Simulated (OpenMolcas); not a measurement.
**C2H5I (iodoethane): a line through the functionals**

The species is C2H5I (8 atoms), meant as a singlet with charge 0. SMILES: `CCI`. The coordinates come from a PBE0-D4/def2-TZVP relaxation.

The HOMO–LUMO gap y, in eV, basis def2-SVP with a core potential; a is the functional's share of exact exchange. Programs: OpenMolcas 26.06.

```
functional     program     a  y (eV)
    r2SCAN  OpenMolcas     0    4.97
       PBE  OpenMolcas     0    4.48
     B3LYP  OpenMolcas   0.2       ?
      PBE0  OpenMolcas  0.25    6.59
     BHLYP  OpenMolcas   0.5    8.61
```

**Question.** Fit y = c + s·a to the known rows and predict B3LYP.

**Answer.** 
1. Means of the 4 rows: a = 0.1875, y = 6.162.
2. Σ(Δa)² = 0.17188, Σ(Δa·Δy) = 1.3306, so the slope is 1.3306/0.17188 = 7.7414.
3. Intercept: 6.162 − (7.7414) × 0.1875 = 4.710. The largest residual of the fit is 0.26.
4. B3LYP: 4.710 + (7.7414) × 0.2 = 6.26 eV.

The run gave 6.11 eV, so the prediction is off by +0.15 eV, within the scatter of the fit. Exact exchange lowers occupied levels and raises empty ones. The rows mix families of semi-local functionals, which the line can't see.

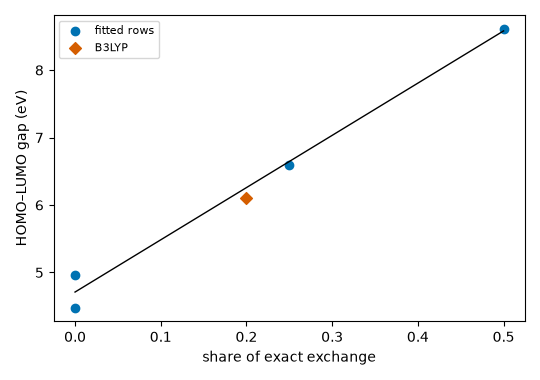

The fitted line, with the withheld row.
